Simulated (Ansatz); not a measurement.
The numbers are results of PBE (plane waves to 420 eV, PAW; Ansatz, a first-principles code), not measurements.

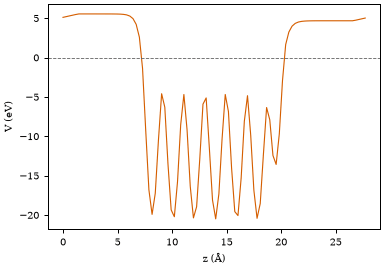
Figure. Electrostatic potential energy of an electron, averaged over planes parallel to the surface, in eV from the Fermi level, for a constructed model of the (100) surface of fcc Ir, a pseudomorphic layer of Ni in the host's stacking (bottom of the slab: a bare face, its two planes held)

Set-up: 7 atoms, 11.7 Å thick at the start; mesh 14x14x1; 0.1 eV smearing; dipole correction on; 2 atoms held, the rest relaxed; symmetry of the start imposed; spin-polarised, no spin-orbit, no U. The starting moment vanished. It is one candidate, not shown to be the stable structure of the face.

The vacuum level lies 4.67 eV above the Fermi level over the top face and 5.54 eV above it under the bottom face.
